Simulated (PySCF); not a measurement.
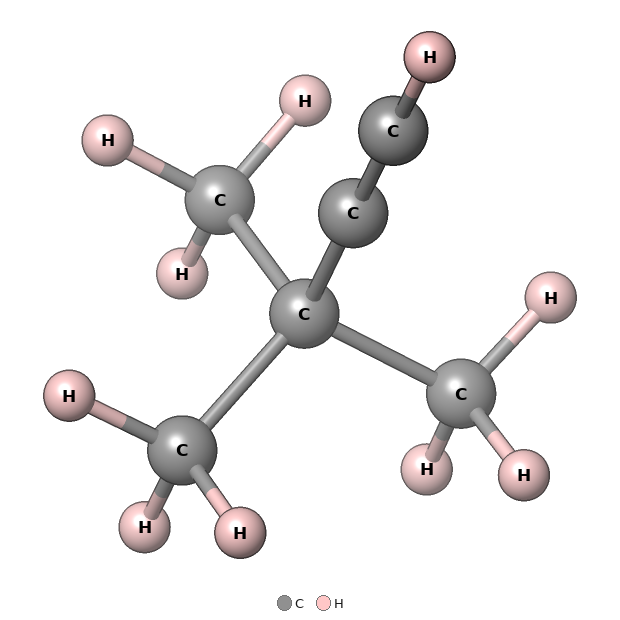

Distant atoms are faded towards the background colour. The computed structure is the end point of a PBE0-D3(BJ)/def2-SVP optimisation. No frequency run is at hand to confirm it as a minimum.

List the symmetry elements and name the point group.

Answer. It has 1 C3 axis and 3 mirror planes, so the point group is C3v. The group has 6 operations. The geometry is achiral, and symmetry allows a dipole moment.
